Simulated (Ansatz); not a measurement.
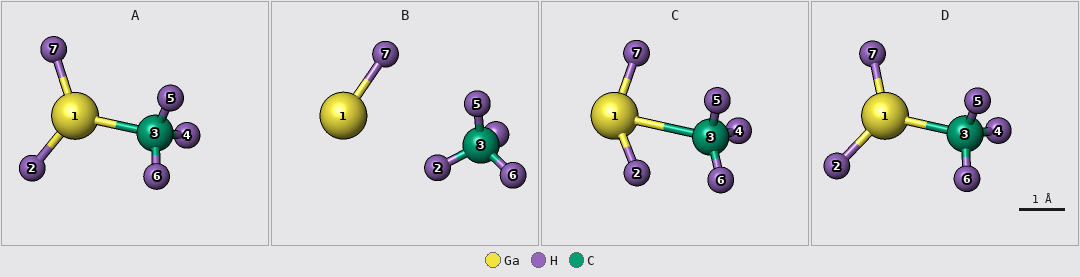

4 geometries from a converged minimum-energy path of CH₅Ga, shuffled. Style: ball-and-stick. Shown at a tilt.

The calculation used Ansatz 0.2.0, RKS B3LYP-D4/def2-SVP. Settings: 7 movable images; climbing image; force threshold 0.05 eV/Å; iteration limit 60; starting path through a guess of the saddle point.

Q: Which frame is the top of the path?

A: C. In order along the path, whose images run from 0 to 8: A (image 1, 0.0 kJ/mol), D (image 2, +1.7 kJ/mol), C (image 4, +259.4 kJ/mol), B (image 7, +28.7 kJ/mol). Breaking: Ga1–C3 (1.98 → 2.36 at the top → 3.45 Å), Ga1–H2 (1.58 → 1.55 at the top → 3.01 Å). Forming: H2–C3 (3.08 → 1.85 at the top → 1.10 Å).

Cost: 3.2 min on 1 thread of Arm Neoverse V1, with other jobs on the host, peak memory 0.14 GiB.
